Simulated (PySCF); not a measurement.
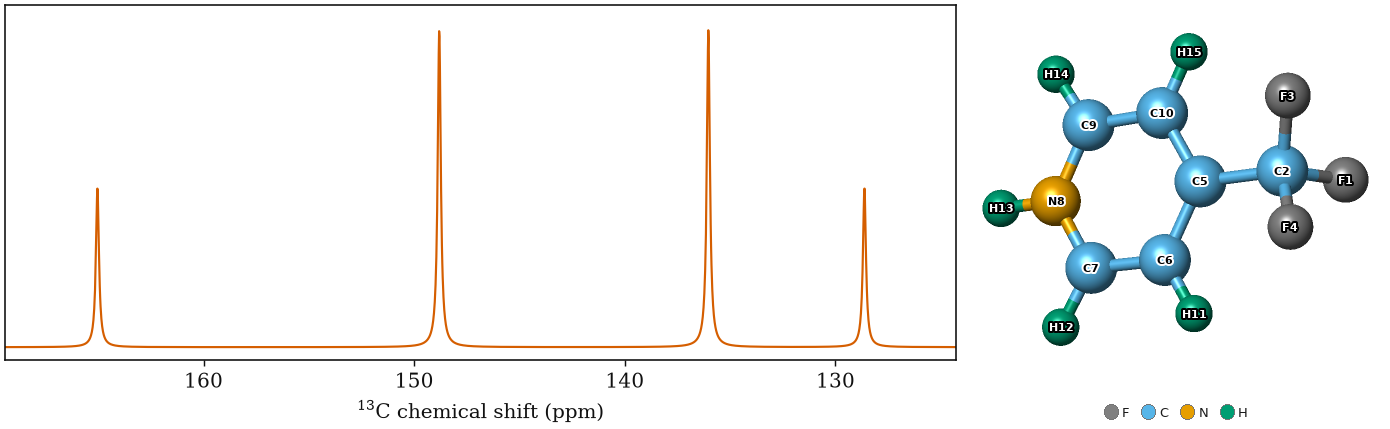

Spectrum and numbered structure of C₆H₅F₃N⁺, SMILES FC(F)(F)c1cc[nH+]cc1. GIAO shifts, PBE0/pcSseg-1, PySCF, at a GFN2-xTB geometry (no frequency check), against TMS for ¹³C computed at the same level. Gas phase, fully decoupled, line heights follow the number of nuclei, widths are arbitrary (no quadrupolar broadening); values of one conformer, averaged over methyl-type rotors and exact or near symmetry.

### Assign the ¹³C signals to the numbered atoms.

| δ (ppm) | nuclei | atoms |
| --- | --- | --- |
| 165.0 | 1 | C5 |
| 148.8 | 2 | C7, C9 |
| 136.0 | 2 | C6, C10 |
| 128.6 | 1 | C2 |

Known limits of this run: the tight-binding geometry is rougher than a DFT one and adds to the error.
